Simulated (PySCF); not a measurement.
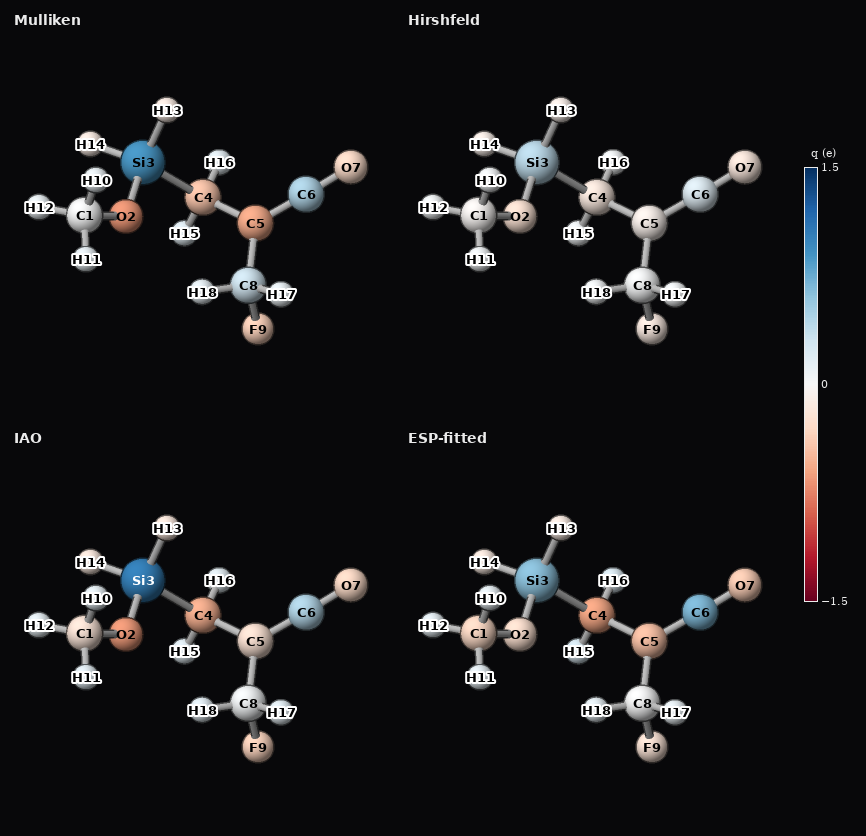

Atomic charges of one calculation by 4 schemes, on one colour scale. The geometry was computed by an optimisation with GFN2-xTB. No frequency run is at hand to confirm it as a minimum. Level of theory: PBE0/pcSseg-1 (PySCF 2.14.0).

Question. On which atom do the schemes disagree most?

Answer. On Si3 (from 0.40 to 1.01 e).

List the charges (e), one line for each set of equivalent atoms.

| atom | Mulliken | Hirshfeld | IAO | ESP-fitted |
| --- | --- | --- | --- | --- |
| C1 | 0.00 | −0.03 | −0.20 | −0.30 |
| O2 | −0.65 | −0.21 | −0.64 | −0.24 |
| Si3 | 0.87 | 0.40 | 1.01 | 0.61 |
| C4 | −0.42 | −0.15 | −0.53 | −0.58 |
| C5 | −0.56 | −0.07 | −0.22 | −0.43 |
| C6 | 0.46 | 0.20 | 0.43 | 0.66 |
| O7 | −0.27 | −0.16 | −0.29 | −0.37 |
| C8 | 0.30 | 0.02 | 0.05 | 0.01 |
| F9 | −0.35 | −0.14 | −0.34 | −0.21 |
| H10 | 0.10 | 0.04 | 0.13 | 0.13 |
| H11 | 0.12 | 0.05 | 0.16 | 0.14 |
| H12 | 0.10 | 0.04 | 0.13 | 0.14 |
| H13 | −0.12 | −0.09 | −0.16 | −0.12 |
| H14 | −0.13 | −0.09 | −0.16 | −0.14 |
| H15 | 0.17 | 0.05 | 0.17 | 0.24 |
| H16 | 0.15 | 0.05 | 0.16 | 0.22 |
| H17 | 0.10 | 0.05 | 0.14 | 0.12 |
| H18 | 0.13 | 0.04 | 0.16 | 0.13 |

The geometry is semi-empirical. Around Si such bond lengths and angles can be off by a tenth of an ångström or more and by several degrees, and values that hang on the shape move with them.
